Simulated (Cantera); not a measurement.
A closed system holds: 1 mol SiHCl3, 400 mol H2, equilibrated at 25000 Pa.

Method: chemical equilibrium by Gibbs-energy minimisation in Cantera with the NASA 1993 tables (ideal gas, pure condensed phases). Candidate condensed phases: Si; 19 gas species. The tables' values for SiCl are old estimates; treat these amounts as uncertain. Gases not in the tables: Si2H6 and higher silanes. Kinetics and transport are ignored.

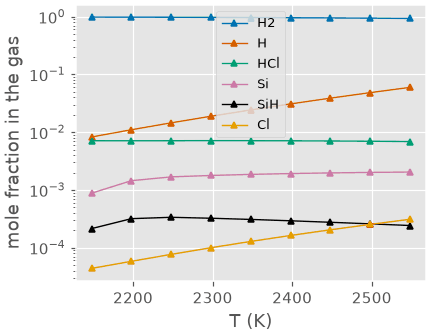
Fig. 1. Equilibrium gas composition (values under 1e-9 drawn at 1e-9)

From 2148 K to 2198 K the condensed part is Si(l). From 2248 K to 2548 K nothing is condensed. The main Si-bearing gas is Si throughout.
